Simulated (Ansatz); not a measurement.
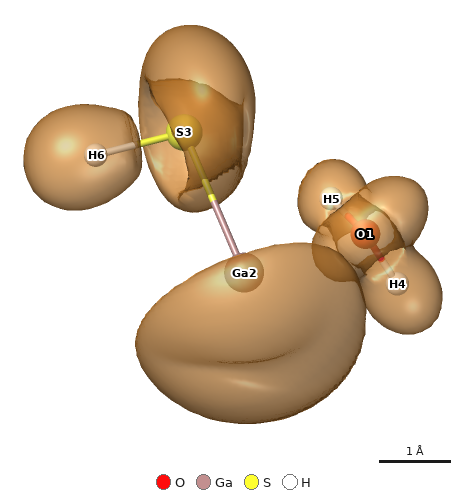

GaH₃OS. Isosurface of the ELF at 0.8 (orange), seen at an oblique angle. Only the valence region is drawn (cores and ρ < 0.01 e/Å³ removed).

Geometry: PBE0-D4/def2-TZVP.

The calculation used RKS PBE0-D4/def2-TZVPP (Ansatz 0.2.0).

```xyz
6

O    -1.2764   -1.1187    0.3808
Ga   -0.0845    0.7207   -0.6275
S     0.7619    0.8075    1.5601
H    -1.4726   -1.8977   -0.1472
H    -0.6671   -1.3907    1.0783
H     1.8863    1.4269    1.1667
```

Question: Where are the electrons localised?

Answer: At this value the surface marks out one region around a hydrogen nucleus, one lobe on Ga, pointing away from the bonds (lone pairs), one region wrapped around S (its valence shell) and one joined region spread over several atoms (H, O), in which their bonds and any lone pairs are merged. Along the contacts the grid gives the following. Ga–S (2.35 Å): the ELF peaks at about 0.90 in the valence shell of S, 0.9 Å from its nucleus, and is about 0.65 at the midpoint. O–H (0.96 Å): the ELF climbs to about 1 towards the hydrogen, as it does in any bond to H: a covalent bond by its length.
